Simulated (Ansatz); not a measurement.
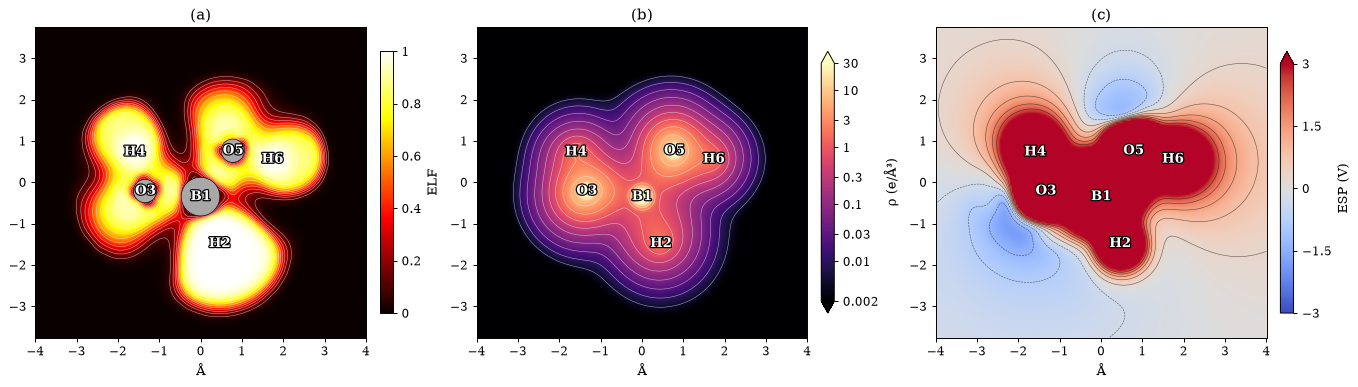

Figure 1: BH3O2. (a) electron localisation function; (b) electron density; (c) molecular electrostatic potential on the molecular plane. Grey discs cover the atomic cores in the ELF map.

Method: RKS LDA/def2-SVP (Ansatz 0.2.0).

| atom | x (Å) | y (Å) | z (Å) |
| --- | --- | --- | --- |
| B | 0.0418 | -0.1884 | 0.0594 |
| H | -0.1648 | 0.1762 | 1.2077 |
| O | 1.3223 | -0.2445 | -0.3573 |
| H | 1.3796 | -0.5484 | -1.2857 |
| O | -0.9516 | -0.5330 | -0.7986 |
| H | -1.8373 | -0.4605 | -0.4019 |

Question: What does the map show?

Answer: The section cuts through B, H and O sites. B–O (1.35 Å): the density is about 2.2 e/Å³ at the midpoint; the ELF peaks at about 0.90 between the atoms: a short, strongly polar bond. O–H (0.97 Å): ρ at the midpoint is about 3.6 e/Å³; the ELF climbs to about 1 towards the hydrogen, as it does in any bond to H (an ordinary covalent bond to hydrogen). B–H (1.22 Å): the density is about 1.2 e/Å³ at the midpoint; the ELF climbs to about 1 towards the hydrogen (a covalent bond by its length). The ELF also peaks beside O3 and O5, away from the bonds: lone-pair regions. Outside the dense part of the molecule the potential is most negative (−1.8 V) near O3.
